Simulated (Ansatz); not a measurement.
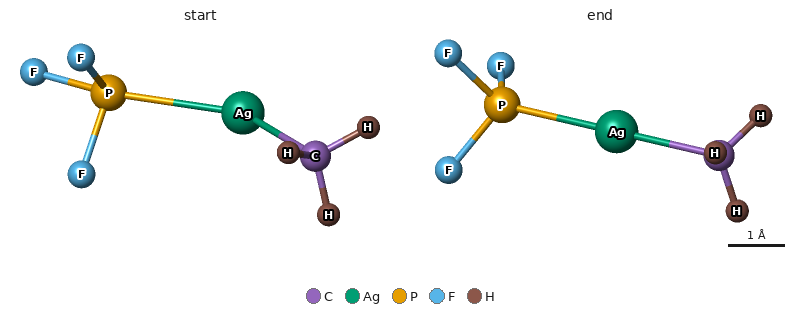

The structure of CH3AgF3P before (left) and after (right) a relaxation, at one scale.

Style: ball-and-stick. Shown at a tilt.

The start comes from GFN2-xTB.

Method: RKS PBE0-D4/def2-TZVP (Ansatz).

The input:
```yaml
crystal:
  periodic: [false, false, false]
  atoms:
    - {symbol: C, position_ang: [-0.346140, -1.811070, 1.322260]}
    - {symbol: Ag, position_ang: [0.803960, -0.465220, 0.061280]}
    - {symbol: P, position_ang: [0.746820, 1.664940, -1.350870]}
    - {symbol: F, position_ang: [-0.585830, 1.303770, -2.134760]}
    - {symbol: F, position_ang: [1.089980, 2.906720, -2.310660]}
    - {symbol: F, position_ang: [0.035700, 2.577120, -0.263400]}
    - {symbol: H, position_ang: [0.232030, -2.309900, 2.102980]}
    - {symbol: H, position_ang: [-0.829750, -2.603670, 0.743270]}
    - {symbol: H, position_ang: [-1.146770, -1.262680, 1.829890]}
basis:
  gaussian: {orbitals: def2-TZVP}
hamiltonian: {xc: pbe0, dispersion: d4}
relax: {f_tol: 0.005, max_steps: 150}
```

Run as
```bash
ansatz run in.yaml --threads 4 --pin off --events-out ev --progress --plain --max-ram 11315MiB
```

Question: Describe what moved and what it gained.

Answer: The atom that moves furthest after the best rigid fit is F5 (1.22 Å). Largest moves by element: F 1.22 Å, Ag 0.88 Å, H 0.52 Å, P 0.50 Å, C 0.07 Å. Some distances before and after: Ag2–P3 2.556 → 2.328 Å, C1–Ag2 2.174 → 2.085 Å, P3–F5 1.607 → 1.552 Å, P3–F4 1.588 → 1.552 Å. Bond angles that change, for instance: Ag2–P3–F5 165.8° → 118.4°, C1–Ag2–P3 145.6° → 180.0°, Ag2–P3–F4 95.9° → 118.4°. The energy falls by 0.636 eV in 10 accepted moves (12 points after the start). The largest force component goes from 2.4 to 0.0012 eV/Å. The line search rejected the trial steps at points 8, 11 of the run. The run took 56 s on 4 threads of Arm Neoverse V1, with other jobs on the host.
